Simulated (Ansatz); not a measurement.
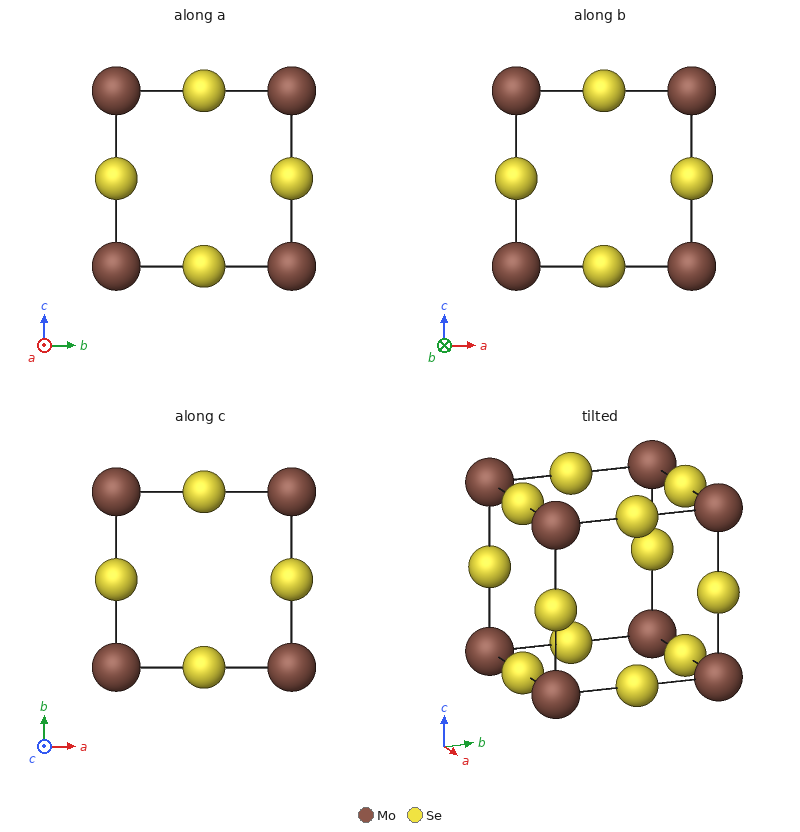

Spheres-only representation of a periodic structure, projected along the a axis, along the b axis, along the c axis and slightly off an axis. The edges of the conventional unit cell are marked.

Lattice parameters: a = 4.945 Å, b = 4.945 Å, c = 4.945 Å, α = 90.00°, β = 90.00°, γ = 90.00°.

**Record the structure as a table of Wyckoff sites.**

Space group Pm-3m (No. 221).
```
atom  site       x       y       z
  Mo    1a  0.0000  0.0000  0.0000
  Se    3d  0.0000  0.5000  0.0000
```

Origin of the cell: a random cell made by a generator, so it need not be a real form of the compound. Earlier steps of the study, as a rule a relaxation of our own, may have changed the cell and positions, so they can lie some per cent off the listed ones. Ansatz was used for an electronic-structure calculation on it.
